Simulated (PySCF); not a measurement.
# C8H6O: excited states, first hyperpolarisability

Wanted: excited states, first hyperpolarisability for C8H6O (`C#Cc1cccc(O)c1`).

Programs: PySCF 2.14.0, with routines of our own; each step states its level. All values are computed. Atoms count from 0.

## Step 1: The starting structure

15 atoms, charge 0, multiplicity 1; geometry from: GFN2-xTB.

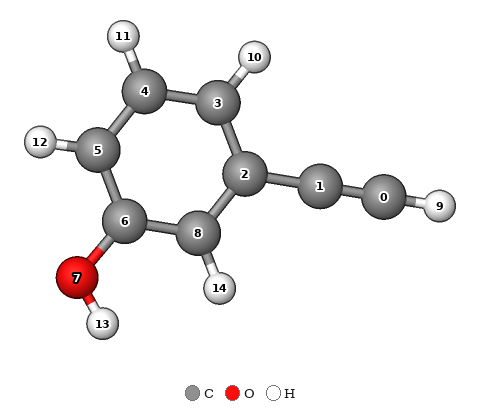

The starting geometry (carbon grey, oxygen red, hydrogen white).

## Step 2: Optimising the geometry at PBE0-D3(BJ)/def2-SVP

Job settings and geometry (Å):

```
{"job": {"xc": "PBE0", "basis": "def2-SVP", "d3": "d3bj", "grid": 2, "kind": "geom"}, "charge": 0, "multiplicity": 1}
C      3.336864    -0.881068     0.007386
C      2.199437    -0.497417    -0.003984
C      0.857461    -0.045411    -0.014783
C      0.575298     1.316030    -0.107551
C     -0.740142     1.742127    -0.113934
C     -1.777477     0.832479    -0.029859
C     -1.499643    -0.529442     0.061712
O     -2.545507    -1.396334     0.141871
C     -0.183939    -0.967320     0.070414
H      4.332027    -1.212889     0.017223
H      1.386584     2.024801    -0.173504
H     -0.961644     2.796702    -0.184680
H     -2.807175     1.151604    -0.033295
H     -2.216822    -2.301811     0.198071
H      0.040265    -2.024061     0.143001
```

Started as:

```sh
$ OMP_NUM_THREADS=1 python excited_run.py task.json out
```

The driver reads the jobs from task.json and runs them one after another.

Output:

```text
step   0  E = -382.90356340  max force = 0.019903
step   1  E = -382.90555337  max force = 0.003436
step   2  E = -382.90556413  max force = 0.001244
step   3  E = -382.90556673  max force = 0.001389
step   4  E = -382.90557145  max force = 0.000307
optimisation converged
```

It took 48 s on 1 thread of Arm Neoverse V2, shared host; peak memory 0.83 GiB.

The steps of the relaxation:

```csv
step,energy from step 0 (eV),largest force component (eV/Å)
0,0.0000,1.0235
1,-0.0541,0.1767
2,-0.0544,0.0640
3,-0.0545,0.0714
4,-0.0546,0.0158
```

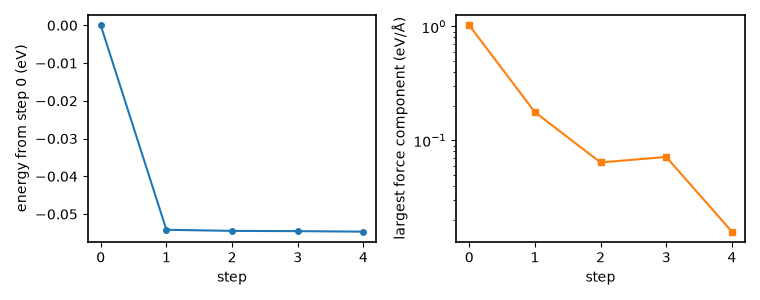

Energy and force, step by step.

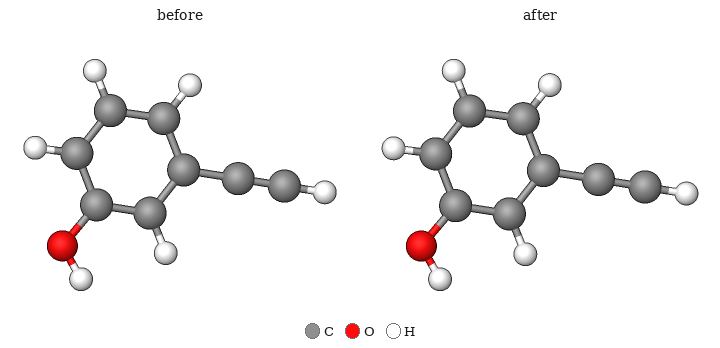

Before and after, at one scale.

Close pairs (by a distance rule), those that changed most:

```csv
bond,before (Å),after (Å),change (Å)
C0–H9,1.049,1.074,+0.025
C5–H12,1.078,1.091,+0.013
C1–C2,1.416,1.429,+0.013
C0–C1,1.200,1.213,+0.013
C4–H11,1.080,1.093,+0.013
C6–O7,1.361,1.348,-0.012
C3–H10,1.079,1.091,+0.011
C8–H14,1.083,1.093,+0.011
```

The end geometry stands in the next job.

```csv
at the end point,value
point group (found at 0.08 Å tolerance),Cs
"rotational constants (GHz, main isotopes)","3.411, 1.200, 0.888"
dipole moment (D),0.95
```

## Step 3: Excited states: TDA wB97X-D/def2-TZVP

Job settings and geometry (Å):

```
{"job": {"kind": "states", "xc": "wB97X-D", "basis": "def2-TZVP", "tda": true, "soc": true, "nstates": 6, "ntriplets": 5, "nquad": 4}, "charge": 0, "multiplicity": 1}
C      3.484845    -0.894256     0.046811
C      2.335809    -0.504954     0.037499
C      0.982436    -0.044940     0.026671
C      0.695567     1.325417    -0.068181
C     -0.630755     1.749528    -0.076712
C     -1.675278     0.835742     0.007276
C     -1.395224    -0.532424     0.101939
O     -2.439168    -1.382041     0.181005
C     -0.070603    -0.969862     0.111617
H      4.502930    -1.237007     0.054978
H      1.514600     2.042559    -0.134077
H     -0.856632     2.815946    -0.150403
H     -2.718311     1.157053     0.001454
H     -2.111760    -2.285739     0.241285
H      0.157980    -2.036557     0.185358
```

Method: TDA wB97X-D/def2-TZVP excited states, vertical, gas phase, spin-orbit mean-field couplings.

Output:

```text
coarse grid: 13496 points
cycle   1  E = -383.5553385445  dE =  1.930e+00  |g| = 6.355e-01  |ddm| = 4.560e+00
cycle   2  E = -383.5705961986  dE = -1.526e-02  |g| = 6.435e-01  |ddm| = 1.683e+00
cycle   3  E = -383.6369817257  dE = -6.639e-02  |g| = 8.701e-02  |ddm| = 9.171e-01
cycle   4  E = -383.6383508443  dE = -1.369e-03  |g| = 3.556e-02  |ddm| = 1.532e-01
cycle   5  E = -383.6386152563  dE = -2.644e-04  |g| = 1.551e-02  |ddm| = 5.300e-02
cycle   6  E = -383.6386691246  dE = -5.387e-05  |g| = 3.998e-03  |ddm| = 1.716e-02
cycle   7  E = -383.6386731241  dE = -3.999e-06  |g| = 1.014e-03  |ddm| = 7.629e-03
final grid: 133104 points
cycle   8  E = -383.6151956144  dE = -2.053e-04  |g| = 4.291e-03  |ddm| = 3.153e-01
cycle   9  E = -383.6151983092  dE = -2.695e-06  |g| = 2.617e-03  |ddm| = 2.326e-02
cycle  10  E = -383.6151997777  dE = -1.468e-06  |g| = 6.885e-04  |ddm| = 3.004e-03
cycle  11  E = -383.6151998956  dE = -1.179e-07  |g| = 1.958e-04  |ddm| = 1.428e-03
cycle  12  E = -383.6151999031  dE = -7.495e-09  |g| = 6.240e-05  |ddm| = 3.557e-04
cycle  13  E = -383.6151999042  dE = -1.180e-09  |g| = 1.891e-05  |ddm| = 1.771e-04
cycle  14  E = -383.6151999044  dE = -1.440e-10  |g| = 1.252e-05  |ddm| = 5.307e-05
converged SCF energy = -383.6151999044

Singlet excitations
state   eV       nm        f     d(h-e)  d(exc)  Lambda  PR(NTO)  |dmu|/D   mu/D   main configurations
  1   4.9444   250.8   0.08012   0.374   3.056   0.752   1.562    0.955    1.283   H->L 0.54, H-1->L 0.18, H->L+1 0.14
  2   5.5044   225.2   0.24432   0.240   3.073   0.765   1.601    0.602    1.359   H-1->L 0.44, H->L 0.28, H->L+1 0.16
  3   5.6642   218.9   0.00000   1.288   2.983   0.377   1.034    4.220    4.633   H-2->L 0.89
  4   6.3228   196.1   0.00000   0.787   2.748   0.369   1.033    3.075    2.794   H->L+3 0.49, H-1->L+3 0.29, H-3->L+3 0.15
  5   6.5240   190.0   0.29734   0.398   2.933   0.728   2.198                     H->L+1 0.38, H-3->L 0.23, H-1->L+1 0.15
  6   6.9006   179.7   0.36971   0.836   3.321   0.734   1.595                     H-1->L+1 0.53, H-1->L 0.17, H->L+1 0.15

Triplet excitations (Tamm-Dancoff)
state   eV     d(h-e)  d(exc)  Lambda  PR(NTO)   main configurations
  1   3.5725   0.112   2.951   0.761   1.196   H->L 0.76, H-1->L 0.11
  2   4.1266   0.454   2.816   0.773   1.043   H-1->L 0.59, H->L 0.19, H-1->L+1 0.10
  3   4.4526   0.207   2.825   0.722   1.528   H->L+1 0.63, H-1->L 0.22, H-1->L+1 0.11
  4   5.1325   0.396   2.693   0.730   1.835   H-1->L+1 0.47, H-3->L 0.19, H->L+1 0.15
  5   5.3370   0.966   2.805   0.380   1.236   H-2->L 0.77, H-2->L+6 0.10
S1 - T1 = 1.3719 eV

Spin-orbit couplings |<S|Hso|T>| (cm-1)
             T1       T2       T3       T4       T5
S0        0.015    0.029    0.032    0.004    3.659
S1        0.005    0.001    0.035    0.002    2.181
S2        0.002    0.014    0.026    0.028   13.233
S3        5.350    1.982    2.815    4.302    0.006
S4        5.269    1.198    2.362    4.087    0.007
S5        0.041    0.042    0.002    0.052   11.323
S6        0.051    0.003    0.089    0.074    3.379
T1 sublevels (cm-1): 0.000 0.001 0.001   radiative rates (1/s): 2.84e-05 9.65e-07 0.000742
```

Wall time 75 s (1 thread of Arm Neoverse V2, shared host); peak memory 1.2 GiB.

From this job:

```csv
quantity,value
S1 less T1,1.37 eV
```

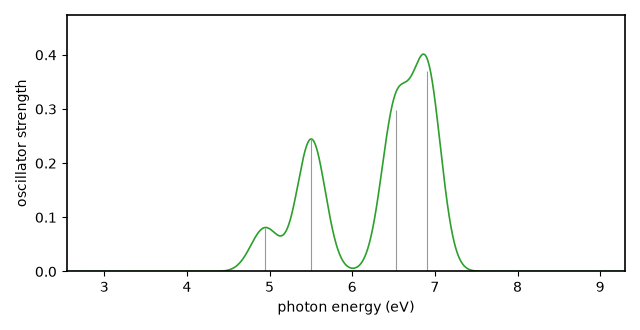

Absorption lines of the singlets. Lines are broadened to a width of 0.40 eV (Gaussian).

## Step 4: Excited states: TDDFT CAM-B3LYP/aug-cc-pVDZ

The job, as its differences from that of step 3:

```diff
@@ -1,2 +1,2 @@
-{"job": {"kind": "states", "xc": "wB97X-D", "basis": "def2-TZVP", "tda": true, "soc": true, "nstates": 6, "ntriplets": 5, "nquad": 4}, "charge": 0, "multiplicity": 1}
+{"job": {"kind": "states", "xc": "CAM-B3LYP", "basis": "aug-cc-pVDZ", "tpa": true, "nstates": 8, "nquad": 6, "ntriplets": 0}, "charge": 0, "multiplicity": 1}
 C      3.484845    -0.894256     0.046811
```

With the program's defaults for keys left out, this is: TDDFT CAM-B3LYP/aug-cc-pVDZ excited states, vertical, gas phase, two-photon moments by quadratic response.

Output:

```text
coarse grid: 13496 points
cycle   1  E = -383.3542358475  dE =  1.905e+00  |g| = 5.915e-01  |ddm| = 5.486e+01
cycle   2  E = -383.3530509991  dE =  1.185e-03  |g| = 6.580e-01  |ddm| = 5.012e+00
cycle   3  E = -383.4299568825  dE = -7.691e-02  |g| = 9.054e-02  |ddm| = 2.015e+00
cycle   4  E = -383.4314480456  dE = -1.491e-03  |g| = 3.893e-02  |ddm| = 5.035e-01
cycle   5  E = -383.4317681077  dE = -3.201e-04  |g| = 1.786e-02  |ddm| = 3.408e-01
cycle   6  E = -383.4318425401  dE = -7.443e-05  |g| = 4.136e-03  |ddm| = 1.052e-01
cycle   7  E = -383.4318465876  dE = -4.047e-06  |g| = 9.453e-04  |ddm| = 3.339e-02
final grid: 133104 points
cycle   8  E = -383.4567141780  dE = -2.339e-05  |g| = 2.997e-03  |ddm| = 6.158e-01
cycle   9  E = -383.4567149717  dE = -7.937e-07  |g| = 2.623e-03  |ddm| = 8.008e-02
cycle  10  E = -383.4567166884  dE = -1.717e-06  |g| = 3.534e-04  |ddm| = 2.423e-02
cycle  11  E = -383.4567167094  dE = -2.100e-08  |g| = 2.160e-04  |ddm| = 3.719e-03
cycle  12  E = -383.4567167199  dE = -1.052e-08  |g| = 7.449e-05  |ddm| = 1.405e-03
cycle  13  E = -383.4567167213  dE = -1.375e-09  |g| = 1.942e-05  |ddm| = 5.985e-04
cycle  14  E = -383.4567167214  dE = -8.595e-11  |g| = 5.623e-06  |ddm| = 9.238e-05
converged SCF energy = -383.4567167214

Singlet excitations
state   eV       nm        f     d(h-e)  d(exc)  Lambda  PR(NTO)  |dmu|/D   mu/D   delta(TPA)   sigma/GM   main configurations
  1   4.7831   259.2   0.09365   0.388   3.127   0.726   1.500    1.195    1.242       22.26      0.187   H->L 0.68, H-1->L 0.13, H->L+4 0.10
  2   5.2591   235.8   0.17705   0.171   3.140   0.724   1.737    0.368    1.144        6.75      0.068   H-1->L 0.52, H->L 0.21, H->L+4 0.20
  3   5.5979   221.5   0.00000   1.240   3.046   0.354   1.037    3.891    4.342        0.45      0.005   H-2->L 0.87
  4   5.6386   219.9   0.00037   2.375   4.398   0.207   1.033    9.984    9.403        4.74      0.055   H->L+1 0.78, H-1->L+1 0.11
  5   6.0618   204.5   0.00167   0.798   4.611   0.205   1.574    3.540    4.286        3.72      0.050   H->L+2 0.61, H-1->L+1 0.18
  6   6.1415   201.9   0.36358   0.362   3.215   0.676   1.960    0.913    1.556       74.61      1.031   H->L+4 0.59, H-1->L 0.20
  7   6.1510   201.6   0.00027   1.096   3.240   0.270   1.116                                            H->L+8 0.32, H-1->L+8 0.17, H->L+6 0.09
  8   6.3012   196.8   0.00223   0.936   4.850   0.204   1.918                                            H-1->L+1 0.46, H->L+2 0.21, H->L+3 0.14
```

Run time: 73 s. Hardware: 1 thread of Arm Neoverse V2, shared host; peak memory 1.1 GiB.

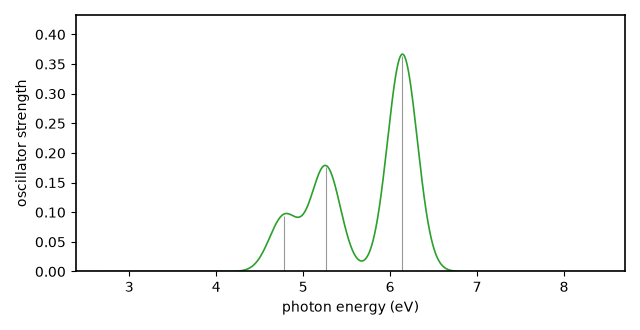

Absorption lines of the singlets. Lines are broadened to a width of 0.40 eV (Gaussian).

## Step 5: First hyperpolarisability: quadratic response CAM-B3LYP/aug-cc-pVDZ

The job, as its differences from that of step 4:

```diff
@@ -1,2 +1,2 @@
-{"job": {"kind": "states", "xc": "CAM-B3LYP", "basis": "aug-cc-pVDZ", "tpa": true, "nstates": 8, "nquad": 6, "ntriplets": 0}, "charge": 0, "multiplicity": 1}
+{"job": {"kind": "beta", "xc": "CAM-B3LYP", "basis": "aug-cc-pVDZ"}, "charge": 0, "multiplicity": 1}
 C      3.484845    -0.894256     0.046811
```

Level: quadratic response CAM-B3LYP/aug-cc-pVDZ first hyperpolarisability, Taylor convention, gas phase.

Output:

```text
coarse grid: 13496 points
cycle   1  E = -383.3542358475  dE =  1.905e+00  |g| = 5.915e-01  |ddm| = 5.486e+01
cycle   2  E = -383.3530509991  dE =  1.185e-03  |g| = 6.580e-01  |ddm| = 5.012e+00
cycle   3  E = -383.4299568825  dE = -7.691e-02  |g| = 9.054e-02  |ddm| = 2.015e+00
cycle   4  E = -383.4314480456  dE = -1.491e-03  |g| = 3.893e-02  |ddm| = 5.035e-01
cycle   5  E = -383.4317681077  dE = -3.201e-04  |g| = 1.786e-02  |ddm| = 3.408e-01
cycle   6  E = -383.4318425401  dE = -7.443e-05  |g| = 4.136e-03  |ddm| = 1.052e-01
cycle   7  E = -383.4318465876  dE = -4.047e-06  |g| = 9.453e-04  |ddm| = 3.339e-02
final grid: 133104 points
cycle   8  E = -383.4567141780  dE = -2.339e-05  |g| = 2.997e-03  |ddm| = 6.158e-01
cycle   9  E = -383.4567149717  dE = -7.937e-07  |g| = 2.623e-03  |ddm| = 8.008e-02
cycle  10  E = -383.4567166884  dE = -1.717e-06  |g| = 3.534e-04  |ddm| = 2.423e-02
cycle  11  E = -383.4567167094  dE = -2.100e-08  |g| = 2.160e-04  |ddm| = 3.719e-03
cycle  12  E = -383.4567167199  dE = -1.052e-08  |g| = 7.449e-05  |ddm| = 1.405e-03
cycle  13  E = -383.4567167213  dE = -1.375e-09  |g| = 1.942e-05  |ddm| = 5.985e-04
cycle  14  E = -383.4567167214  dE = -8.595e-11  |g| = 5.623e-06  |ddm| = 9.238e-05
converged SCF energy = -383.4567167214

Lowest singlets (eV, f): 4.7831 0.0937  5.2591 0.1770  5.5979 0.0000

First hyperpolarisability (au)
process     nm      |vector|   parallel      HRS      DR
static         -      296.19      17.51     112.84   7.039
shg       1907.0      310.45      17.65     118.15   7.151
eope      1907.0      300.82      17.57          -       -
shg       1064.0      346.42      17.36     131.63   7.433
eope      1064.0      311.50      17.66          -       -
```

Run time: 52 s. Hardware: 1 thread of Arm Neoverse V2, shared host; peak memory 1.1 GiB.

## Step 6: Outcome

| quantity | value |
| --- | --- |
| point group | Cs |
| rotational constants (main isotopes) | 3.41, 1.20, 0.89 GHz |
| S1 less T1 (step 3, TDA wB97X-D/def2-TZVP) | 1.37 eV |
| β vector (step 5, quadratic response CAM-B3LYP/aug-cc-pVDZ) | static 296, SHG 1907.0 nm 310, SHG 1064.0 nm 346 au |

What this shows: The optimisation took 4 steps and gained 0.055 eV; among the close pairs (by a distance rule), C0–H9 changed most, from 1.049 to 1.074 Å. In step 3, the number of triplets below S1 is 3, and the largest singlet-triplet spin-orbit coupling is S2–T5, 13.23 cm⁻¹. β grows from 296 au (static) to 346 au for doubling at 1064.0 nm: normal dispersion, which grows as twice the photon energy moves toward the bright states.
